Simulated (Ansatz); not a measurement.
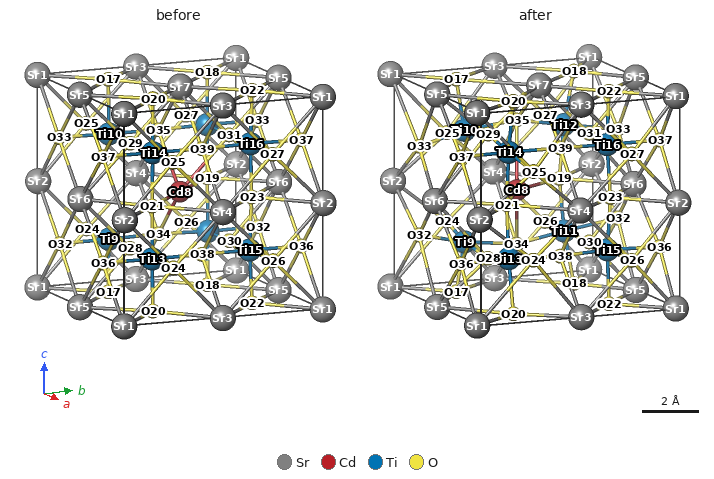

The structure of a defect cell of composition Sr$_{7}$CdTi$_{8}$O$_{23}$ (cell charge −1) before (left) and after (right) a relaxation, at one scale.

Style: ball-and-stick. Shown: the cell of the calculation (origin shifted), slightly off an axis.

All numbers below come from Ansatz 0.2.0, DFT, PBEsol, PAW, plane waves. Set-up: plane-wave cutoff 420 eV; k-point mesh 1 × 1 × 1; mesh shifted by (0.25, 0.25, 0.25); collinear spin; atoms relaxed in a fixed cell; force threshold 0.03 eV/Å; at most 80 steps.

Summarise the run.

Answer. The energy falls by 1.742 eV per cell of the calculation in 11 accepted moves (12 points after the start). Largest force component: 1.5 eV/Å at the start, 0.018 eV/Å at the end. 1 step only repeated the SCF at the same geometry. The largest move is that of Cd8, 0.77 Å along [−1 −1 0]. By element the largest moves are Cd 0.77 Å, O 0.37 Å, Sr 0.16 Å, Ti 0.15 Å. The cell stays as it was. Some distances before and after: Cd8–O31 2.720 → 3.293 Å, Cd8–Ti9 3.353 → 2.879 Å, Cd8–Ti10 3.335 → 2.877 Å, Sr7–O17 2.760 → 3.205 Å. Bond angles that change, for instance: Ti11–O18–Ti12 179.2° → 158.2°, Ti10–O33–Ti12 178.0° → 157.3°, Ti10–O25–Ti14 177.4° → 157.3°. The run took 40 s on 1 × NVIDIA H100 80GB HBM3 with 4 threads of AMD EPYC 7R13 Processor, peak memory 1.3 GiB.

Limits of the set-up: the periodic images lie only 7.8 Å apart, so the values are limited by the cell's size; the cell is charged, on a uniform background, and energies carry no finite-size correction.
